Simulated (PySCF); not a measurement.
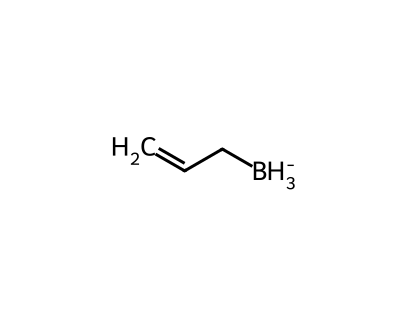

2D structure. State: charge −1, singlet.

> Transcribe the drawing into SMILES.

[BH3-]CC=C

> Give the formula, hydrogens included.

C3H8B, charge -1.

> An optimisation with GFN2-xTB gave a structure of which point group?

C1. Other conformers may differ.

The parts below concern this one geometry. Atoms keep their numbers from picture to picture. Computed geometry: GFN2-xTB optimisation. No frequency run is at hand to confirm it as a minimum.

Electronic properties

No frequency run is at hand to confirm it as a minimum. Properties computed with PBE0/def2-SVPD, gas phase (PySCF 2.14.0).

Predict the main results.

- HOMO energy (Kohn–Sham orbital): −1.75 eV
- mean static polarisability: 72.3 bohr³

NMR shielding

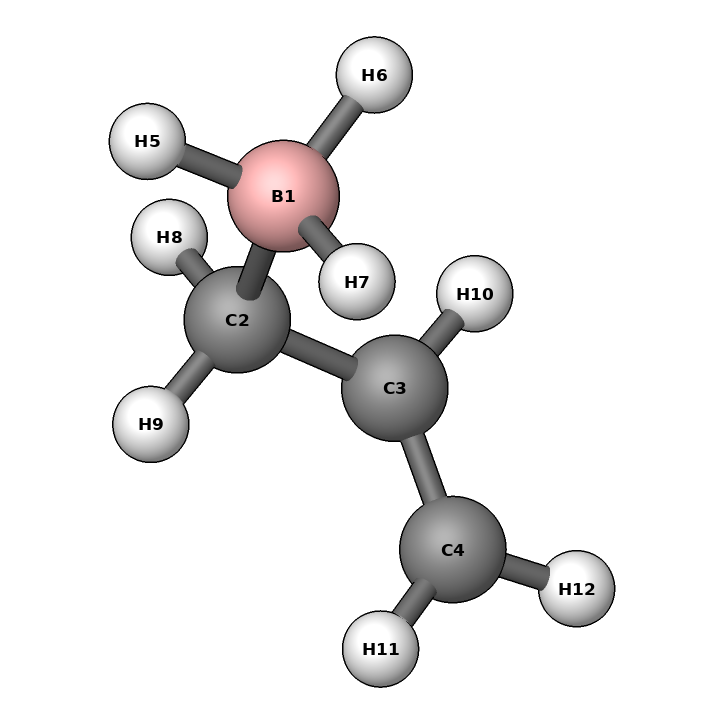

No frequency run is at hand to confirm it as a minimum. Properties computed with GIAO PBE0/pcSseg-1 NMR shielding, non-relativistic, gas phase (PySCF 2.14.0). Principal shieldings σ11 ≤ σ22 ≤ σ33, span Ω = σ33 − σ11, skew κ = 3(σiso − σ22)/Ω.

Give the shielding tensors of the B atoms.

| atom | σ11 | σ22 | σ33 | σiso | Ω | κ |
| --- | --- | --- | --- | --- | --- | --- |
| B1 | 120.6 | 132.8 | 152.9 | 135.4 | 32.3 | 0.24 |

Shieldings and span in ppm.

Charges

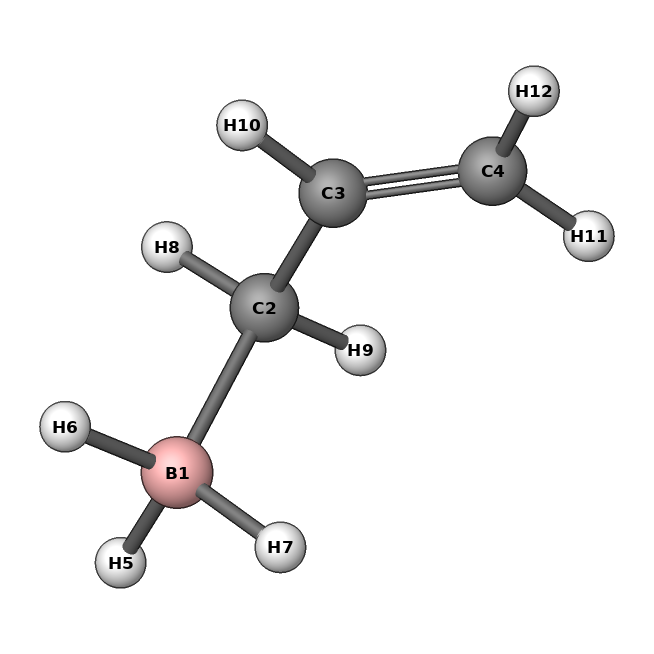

The questions are on Hirshfeld charges. No frequency run is at hand to confirm it as a minimum. Method: PBE0/pcSseg-1, gas phase (PySCF 2.14.0).

List the Hirshfeld charges.

| atom | value (e) |
| --- | --- |
| B1 | −0.19 |
| C2 | −0.16 |
| C3 | −0.04 |
| C4 | −0.18 |
| H5 | −0.16 |
| H6 | −0.16 |
| H7 | −0.16 |
| H8 | 0.00 |
| H9 | 0.00 |
| H10 | 0.02 |
| H11 | 0.01 |
| H12 | 0.00 |

The geometry is semi-empirical. Around B such bond lengths and angles can be off by a tenth of an ångström or more and by several degrees, and values that hang on the shape move with them.
